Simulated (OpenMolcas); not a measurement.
# triplet AlSnSiH7: levels of theory compared

Wanted: a comparison of 6 runs (UHF/STO-3G, U-r2SCAN/def2-SVP, UBHLYP/def2-SVP, UBLYP/def2-SVP, UM06-L/def2-SVP, USVWN5/def2-SVP) of triplet AlSnSiH7. 

The results are computed with OpenMolcas 26.06.

## (1) The molecule

The species is AlSnSiH7 (10 atoms), meant as a triplet with charge 0. As SMILES of the parent species, `[SiH3][AlH][SnH3]`. The coordinates come from a PBE0-D4/def2-TZVP relaxation. That shape belongs to the parent species and isn't relaxed for this state.

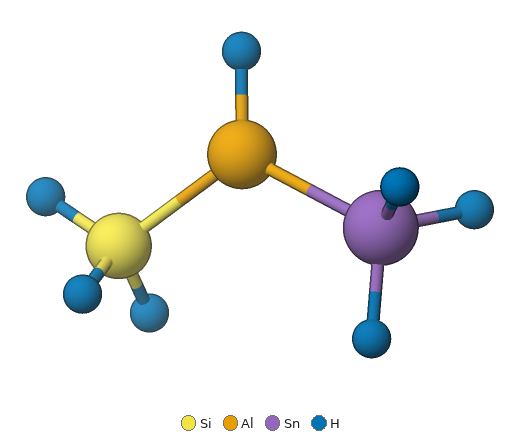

Viewed from a chosen angle; silicon yellow, aluminium amber, tin purple, hydrogen blue.

## (2) A single-point energy at UHF/STO-3G (run 1)

job.input

```
* AlH7SiSn Hartree-Fock

&GATEWAY
 BasLib=$CurrDir
 Coord
 10
 angstrom
 Si      -1.727600       1.016900      -0.987400
 Al       0.630900       0.366100      -0.771800
 Sn       1.403800      -1.143700       1.279600
 H       -2.584500      -0.202700      -1.056000
 H       -2.025800       1.852500      -2.183800
 H       -2.154500       1.780100       0.221500
 H        1.723200       0.824500      -1.833100
 H        2.608000      -0.374300       2.224600
 H        0.128400      -1.541500       2.349800
 H        2.081400      -2.629000       0.759800
 Basis=STO-3G
 Group=NoSym

&SEWARD

&SCF
 UHF
 Spin=3
 Thresholds=1e-10 1e-07 1e-07 1e-05
 PrOrbitals=0
```

The basis set STO-3G is read from a file made from the Basis Set Exchange's data (not shown).

The run is started by

```
export MOLCAS_MEM=1860
pymolcas job.input > job.log
```

Output:

```text
--- Start Module: gateway ---
[...]
--- Stop Module: gateway /rc=_RC_ALL_IS_WELL_ ---
--- Start Module: seward ---
[...]
      Basis functions           52
--- Stop Module: seward /rc=_RC_ALL_IS_WELL_ ---
--- Start Module: scf ---
[...]
       Convergence after  24 Iterations
[...]
::    Total SCF energy                              -6491.7749181455
[...]
      Total spin, S                                     1.0098993978
[...]
      Total electronic charge=   84.000000
      Total            charge=   -0.000000
[...]
      Dipole Moment (debye):
      Origin of the operator (angstrom)=    0.7519   -0.5447    0.5797
                   X= -7.9731E-01               Y= -4.2466E-01               Z=  9.2246E-01           Total=  1.2911E+00
      Quadrupole Moment (debye*angstrom):
[...]
--- Stop Module: scf /rc=_RC_ALL_IS_WELL_ ---
[...]
```

Run time: 2.5 s. Hardware: 1 thread of Intel Xeon 6975P-C (Granite Rapids), shared host; peak memory 0.38 GiB.

## (3) A single-point energy at U-r2SCAN/def2-SVP (core potential) (run 2)

job.input

```
>>> EXPORT MOLCAS_PRINT=2

&GATEWAY
  BasLib
  $CurrDir
  Coord
  10
  angstrom
  Si      -1.727600       1.016900      -0.987400
  Al       0.630900       0.366100      -0.771800
  Sn       1.403800      -1.143700       1.279600
  H       -2.584500      -0.202700      -1.056000
  H       -2.025800       1.852500      -2.183800
  H       -2.154500       1.780100       0.221500
  H        1.723200       0.824500      -1.833100
  H        2.608000      -0.374300       2.224600
  H        0.128400      -1.541500       2.349800
  H        2.081400      -2.629000       0.759800
  Basis
  def2-SVP
  Group
  NoSym

&SEWARD
  GridInput
  Grid=UltraFine
  End of Grid

&SCF
  UHF
  Spin
  3
  KSDFT
  2
  1.0 MGGA_X_R2SCAN
  1.0 MGGA_C_R2SCAN
  Thresholds
  1e-10 1e-07 1e-07 1e-05
  PrOrbitals
  1 1
```

The basis set def2-SVP is read from a file made from the Basis Set Exchange's data (not shown).

The run is started by

```
export MOLCAS_MEM=1860
pymolcas job.input > job.log
```

Output:

```text
--- Start Module: gateway ---
[...]
--- Stop Module: gateway /rc=_RC_ALL_IS_WELL_ ---
--- Start Module: seward ---
[...]
      Basis functions           97
--- Stop Module: seward /rc=_RC_ALL_IS_WELL_ ---
[...]
--- Start Module: scf ---
[...]
       Convergence after  27 Iterations
[...]
::    Total KS-DFT energy                            -750.1324779623
[...]
      Total spin, S                                     1.0035116786
[...]
      Total electronic charge=   56.000000
      Total            charge=   -0.000000
[...]
      Dipole Moment (debye):
      Origin of the operator (angstrom)=    0.7519   -0.5447    0.5797
                   X= -5.9541E-01               Y= -7.8035E-01               Z=  1.3900E+00           Total=  1.7016E+00
      Quadrupole Moment (debye*angstrom):
[...]
--- Stop Module: scf /rc=_RC_ALL_IS_WELL_ ---
[...]
```

Wall time 77 s (1 thread of Intel Xeon 6975P-C (Granite Rapids), shared host); peak memory 0.54 GiB.

Runs 3 to 5 aren't shown in full; the table further down has their settings and results.

## (4) The energy at USVWN5/def2-SVP (core potential) (run 6)

coord.xyz

```xyz
10

Si    -1.727600     1.016900    -0.987400
Al     0.630900     0.366100    -0.771800
Sn     1.403800    -1.143700     1.279600
H     -2.584500    -0.202700    -1.056000
H     -2.025800     1.852500    -2.183800
H     -2.154500     1.780100     0.221500
H      1.723200     0.824500    -1.833100
H      2.608000    -0.374300     2.224600
H      0.128400    -1.541500     2.349800
H      2.081400    -2.629000     0.759800
```

job.input

```
* AlH7SiSn Kohn-Sham DFT
>>> EXPORT MOLCAS_PRINT=2
&gateway
baslib=$CurrDir
coord=coord.xyz
basis=def2-SVP
group=NoSym
&seward
gridinput
Grid=UltraFine
End of Grid
&scf
uhf
spin=3
ksdft=SVWN5
thresholds=1e-10 1e-07 1e-07 1e-05
prorbitals=1 1
```

The basis set def2-SVP is read from a file made from the Basis Set Exchange's data (not shown).

The run is started by

```
export MOLCAS_MEM=1860
pymolcas job.input > job.log
```

Output:

```text
--- Start Module: gateway ---
[...]
--- Stop Module: gateway /rc=_RC_ALL_IS_WELL_ ---
--- Start Module: seward ---
[...]
      Basis functions           97
--- Stop Module: seward /rc=_RC_ALL_IS_WELL_ ---
[...]
--- Start Module: scf ---
[...]
       Convergence after  28 Iterations
[...]
::    Total KS-DFT energy                            -747.4916201831
[...]
      Total spin, S                                     1.0009156574
[...]
      Total electronic charge=   56.000000
      Total            charge=   -0.000000
[...]
      Dipole Moment (debye):
      Origin of the operator (angstrom)=    0.7519   -0.5447    0.5797
                   X= -6.9153E-01               Y= -6.8495E-01               Z=  1.2755E+00           Total=  1.6044E+00
      Quadrupole Moment (debye*angstrom):
[...]
--- Stop Module: scf /rc=_RC_ALL_IS_WELL_ ---
[...]
```

Wall time 31 s (1 thread of Intel Xeon 6975P-C (Granite Rapids), shared host); peak memory 0.54 GiB.

## (5) Overview of the runs

```tsv
run	level	integration grid	energy (Eh)	dipole moment (D)	HOMO energy (eV)	⟨S²⟩	wall time
1	UHF/STO-3G	–	-6491.774918	1.29	-0.94	2.030	2.5 s
2	U-r2SCAN/def2-SVP (core potential)	UltraFine	-750.132478	1.70	-3.83	2.011	77 s
3	UBHLYP/def2-SVP (core potential)	UltraFine	-750.020733	1.71	-4.78	2.010	47 s
4	UBLYP/def2-SVP (core potential)	UltraFine	-750.023687	1.54	-3.23	2.003	59 s
5	UM06-L/def2-SVP (core potential)	UltraFine	-750.259898	1.81	-3.62	2.007	77 s
6	USVWN5/def2-SVP (core potential)	UltraFine	-747.491620	1.60	-3.49	2.003	31 s
```

## (6) Outcome

| quantity | value |
| --- | --- |
| run 6: total energy | -747.49162 Eh |
| run 6: dipole moment | 1.60 D |
| run 6: HOMO energy (highest over α and β) | -3.49 eV |
| run 6: ⟨S²⟩ | 2.003 |

What this shows: The dipole moment (its size) runs from 1.29 D (UHF/STO-3G) to 1.81 D (UM06-L/def2-SVP). The two ends differ in method and basis and core potential. Totals of different functionals can't be ranked against each other. Some runs of one species differ in core potentials or relativity; totals across that change don't compare. In run 1 the basis is minimal, so the values are rough. In run 1 relativity is left out where basis or elements ask for it. All runs together took 4.9 min, the longest 77 s.
